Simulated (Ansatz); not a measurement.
ClIn···HCl

```json
{"atom": "In", "x (Å)": "1.4127", "y (Å)": "0.3479", "z (Å)": "-1.1889"}
{"atom": "Cl", "x (Å)": "-1.0191", "y (Å)": "-0.4875", "z (Å)": "-1.2469"}
{"atom": "H", "x (Å)": "-0.5961", "y (Å)": "-0.1245", "z (Å)": "0.7002"}
{"atom": "Cl", "x (Å)": "0.2026", "y (Å)": "0.2641", "z (Å)": "1.7356"}
```

Core potentials replace the inner electrons of In.

These are results of RKS PBE/def2-mTZVP in Ansatz 0.2.0, not measurements.

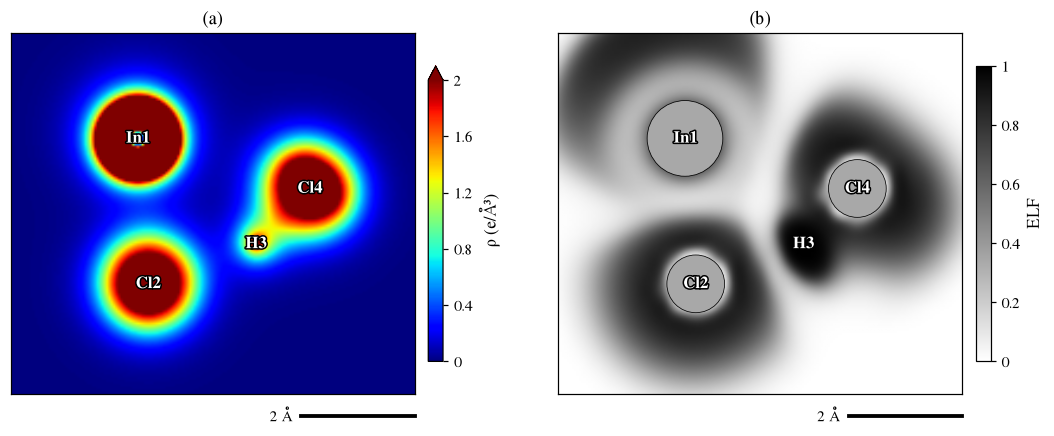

Figure 1. (a) electron density; (b) electron localisation function on the molecular plane. Grey discs cover the atomic cores in the ELF map.

Interpret the plot.

Answer. Atoms in the plane: In, Cl and H.
Cl2···H3 (2.03 Å): the density falls to about 0.28 e/Å³ on the way; the ELF dips to about 0.25 between them.
In–Cl (2.57 Å): ρ is about 0.36 e/Å³ halfway; the ELF peaks at about 0.85 in the valence shell of Cl, 0.8 Å from its nucleus, and drops to about 0.15 between the two atoms.
Cl–H (1.36 Å): the density is about 1.7 e/Å³ at the midpoint; the ELF climbs to about 1 towards the hydrogen, as it does in any bond to H: a covalent bond by its length.
The ELF also peaks beside Cl2 and Cl4, away from the bonds: lone-pair regions.

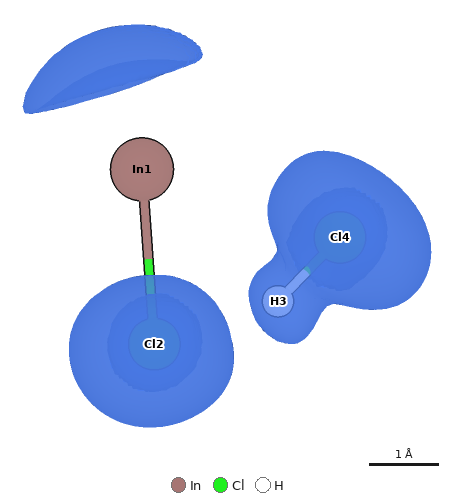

Figure 2. Isosurface of the ELF at 0.75 (blue), seen at a tilt. Only the valence region is drawn (cores and ρ < 0.01 e/Å³ removed).

What do the ELF domains correspond to?

Answer. At this value the surface marks out one lobe on In, pointing away from the bonds (lone pairs), one region wrapped around Cl (its valence shell) and one joined region spread over several atoms (Cl, H), in which their bonds and any lone pairs are merged.

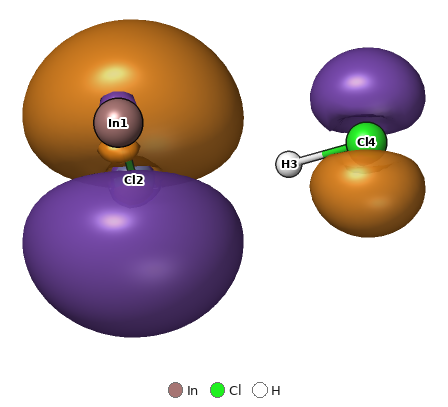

Figure 3. The HOMO−1 at ±0.08 Å⁻³ᐟ² (orange and purple are the two phases), seen from one side.

Where does this orbital lie, and at what energy?

Answer. By Hirshfeld shares it lies mainly on Cl2 (about 85 %); it changes sign across the molecular plane (π type). Its energy is −7.13 eV.
